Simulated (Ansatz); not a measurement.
Input file:

```
crystal:
  periodic: [false, false, false]
  atoms:
    - { symbol: Al, position_ang: [0.345341, 0.013047, 0.040477] }
    - { symbol: C, position_ang: [1.061981, -0.040556, 1.851178] }
    - { symbol: H, position_ang: [0.473818, -0.375698, 2.71802] }
    - { symbol: H, position_ang: [1.898219, -0.751406, 1.750181] }
    - { symbol: C, position_ang: [1.624368, 1.360263, 2.149428] }
    - { symbol: H, position_ang: [2.293927, 1.356644, 3.01936] }
    - { symbol: H, position_ang: [2.205488, 1.764131, 1.308621] }
    - { symbol: H, position_ang: [0.821839, 2.076183, 2.369349] }
    - { symbol: H, position_ang: [1.831338, 0.203507, -0.377763] }
    - { symbol: H, position_ang: [-1.051119, -0.016115, -0.72085] }
basis:
  gaussian: { orbitals: "6-31G*" }
hamiltonian:
  xc: pbe0
  dispersion: d4
relax:
  f_tol: 0.03
  max_steps: 50
output:
  orbitals: {}
```

Launched as:

```sh
ansatz run input.yaml --threads 1 --pin off --max-ram 2048MiB --backend cpu --events-out ev --progress --plain --runs-dir out
```

The fields are those of the run's last geometry, not of the input's.

These are results of RKS PBE0-D4/6-31G* (Ansatz 0.2.0), not measurements.

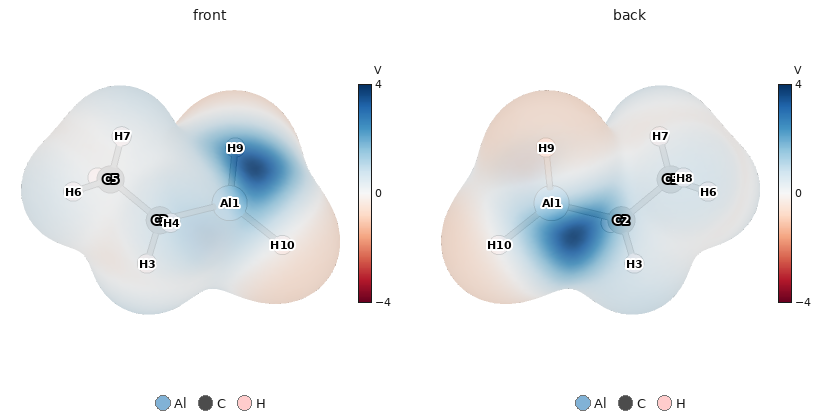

C$_{2}$H$_{7}$Al. The electrostatic potential painted on the density surface at 0.002 e/bohr³, seen from the front and from behind; the colour scale runs from red (negative) to blue (positive).

### Which sites attract a positive test charge, and which a negative one?

A positive charge is drawn to the negative regions and a negative charge to the positive ones. The most negative region (about −0.6 V) lies over H9 and H10, the most positive (about +3.6 V) over Al1.
